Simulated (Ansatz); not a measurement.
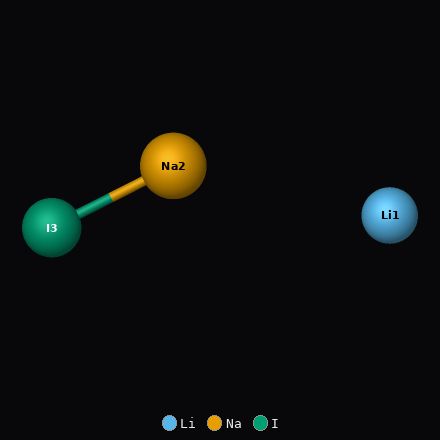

The system is Li⁺ + NaI; the picture shows the reference structure. Coordinates scanned: (1) distance Li1–Na2; (2) distance Na2–I3. Nothing is relaxed (the angle Li1–Na2–I3 is fixed at 140 degrees). The grid has 17 × 17 points. Points are written as (first, second). All energies are given in kcal/mol relative to the lowest grid point. Computed with Ansatz, RHF/def2-TZVPD.

Its coordinates:

```xyz
3

Li   -4.3520    0.0000    0.0000
Na    0.0000    0.0000    0.0000
I     2.0430    1.7143    0.0000
```

Range: distance Li1–Na2 from 2.352 to 4.352 Å; distance Na2–I3 from 2.440 to 4.440 Å.

> What will the energy surface look like?

The lowest grid point is at (4.352 Å, 2.667 Å). It lies in a valley that leaves the map towards separated partners. The highest grid point, (2.352 Å, 4.440 Å), lies 81.6 kcal/mol above the lowest.

| distance Na2–I3 ↓, distance Li1–Na2 → | 2.352 | 2.486 | 2.682 | 2.911 | 3.164 | 3.438 | 3.728 | 4.033 | 4.352 |
| --- | --- | --- | --- | --- | --- | --- | --- | --- | --- |
| 4.279 | 78.0 | 72.7 | 66.3 | 60.6 | 55.7 | 51.5 | 48.0 | 44.9 | 42.0 |
| 3.967 | 69.8 | 64.6 | 58.4 | 52.6 | 47.7 | 43.5 | 39.8 | 36.5 | 33.6 |
| 3.669 | 60.7 | 55.6 | 49.5 | 43.9 | 38.9 | 34.6 | 30.9 | 27.5 | 24.5 |
| 3.387 | 51.2 | 46.2 | 40.3 | 34.7 | 29.8 | 25.5 | 21.8 | 18.4 | 15.4 |
| 3.123 | 42.2 | 37.4 | 31.6 | 26.2 | 21.4 | 17.2 | 13.5 | 10.2 | 7.4 |
| 2.881 | 35.2 | 30.6 | 25.0 | 19.8 | 15.1 | 11.1 | 7.5 | 4.4 | 1.7 |
| 2.667 | 32.1 | 27.7 | 22.3 | 17.3 | 12.8 | 8.9 | 5.5 | 2.6 | 0.0 |
| 2.494 | 34.0 | 29.7 | 24.6 | 19.7 | 15.5 | 11.7 | 8.5 | 5.7 | 3.2 |

The table holds every second grid line.

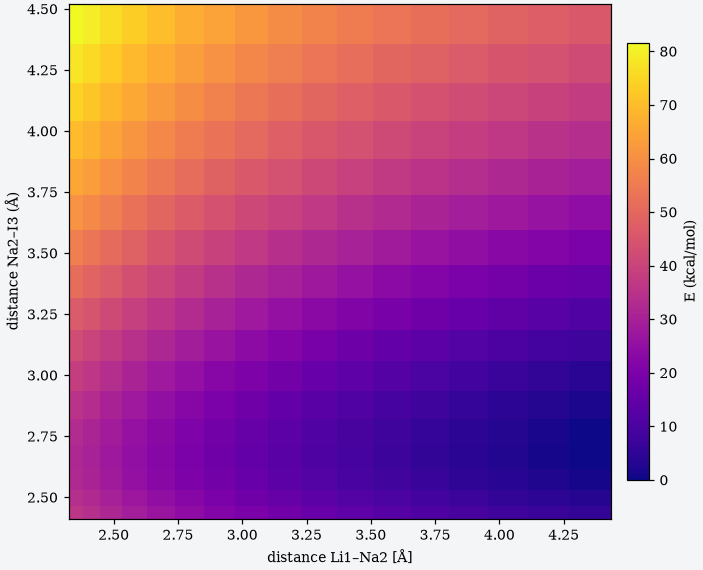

The picture shows one coloured cell a grid point.

Each point was launched as `ansatz run input.yaml --threads 1 --pin off --max-ram 2560MiB --backend cpu --events-out ev --progress --plain --runs-dir out`. The whole map (289 points run) took 13 min on 1 thread of Arm Neoverse V2, with other jobs on the host.
